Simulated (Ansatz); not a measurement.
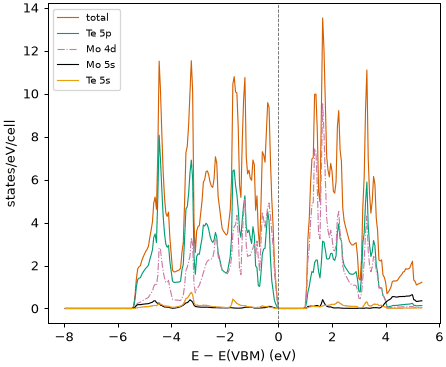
Figure. Total and projected density of states of Te$_{2}$Mo in space group P6_3/mmc (No. 194; Te on 4f, Mo on 2c), plane-wave PAW PBE (Ansatz code)

Problem. Which orbitals carry the states next to the gap?

Solution. Top 1 eV of the valence band: Mo 4d 56 %, Te 5p 40 %. Bottom 1 eV of the conduction band: Mo 4d 67 %, Te 5p 27 %. Projections are on Löwdin-orthogonalised atomic valence shells; empty p or d shells of many metals are not among them.

Problem. Where is the tallest occupied peak in this window, and what makes it?

Solution. Near -3.2 eV, about 12 states/eV per cell; the largest projected share is Te 5p.

The PBE relaxation kept the symmetry of its start. The run is not spin-polarised. A crystal of weakly bound layers computed without a dispersion correction: the cell and the soft elastic constants depend strongly on that. Scalar-relativistic: spin–orbit coupling is off unless named, which matters more the heavier the elements.

Potentials: the later of the program's two PAW sets.
